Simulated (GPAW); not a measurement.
Band structure of NaSn2Pd3 (P6mm, 6 atoms in the cell).

```
NaSn2Pd3
1.0
    5.88826     0.00000     0.00000
   -2.94413     5.09939     0.00000
    0.00000     0.00000     4.34897
Na Sn Pd
1 2 3
Direct
  0.00000   0.00000   0.19263
  0.66667   0.33333   0.49615
  0.33333   0.66667   0.49615
  0.00000   0.50000   0.99502
  0.50000   0.00000   0.99502
  0.50000   0.50000   0.99502
```

Method of the run: PBEsol, GPAW PAW datasets PBEsol (made by gpaw-setup) (plane waves; GPAW).

Settings: mode = pw; ecut = 850 eV; xc = PBEsol; kpts = 5 5 5; mesh shift (steps) = 0 0 0; occupations.name = methfessel-paxton; occupations.width = 0.05 eV; occupations.order = 0; nbands = -14; convergence.density = 1e-05 e/electron; convergence.energy = 1e-05 eV/electron; symmetry.symmorphic = false; symmetry.tolerance = 0.0005; maxiter = 100.

The starting cell comes from a database of computed structures (which also holds hypothetical and non-ambient phases and stackings), without a prior relaxation at this level. Its lattice was rescaled by a random factor within 2.5 % of one. Spin polarisation is off.

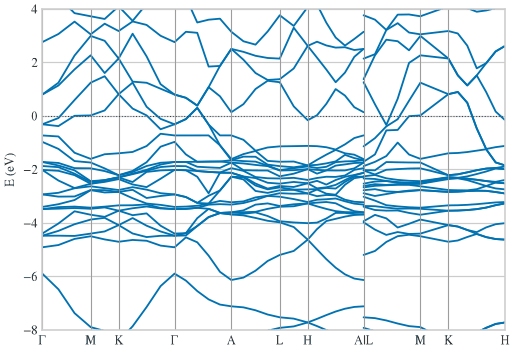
Figure: Bands along the path, energies from the Fermi level.

Levels in eV from the Fermi level, bands 39 to 45:
| point | 39 | 40 | 41 | 42 | 43 | 44 | 45 |
|---|---|---|---|---|---|---|---|
| Γ | -0.97 | -0.73 | -0.32 | -0.32 | 0.79 | 0.79 | 2.76 |
| M | -1.75 | -1.61 | 0.02 | 1.24 | 2.26 | 2.99 | 3.05 |
| K | -2.22 | -1.40 | 0.81 | 0.81 | 2.14 | 2.14 | 3.17 |
| A | -1.66 | -1.66 | -1.62 | -0.73 | 0.14 | 2.50 | 2.50 |
| L | -2.03 | -1.88 | -1.72 | -1.14 | 1.26 | 1.37 | 2.14 |
| H | -1.89 | -1.85 | -1.85 | -1.12 | -0.16 | 2.61 | 2.61 |

Bands cross the Fermi level along this path, so the cell is metallic at this level.
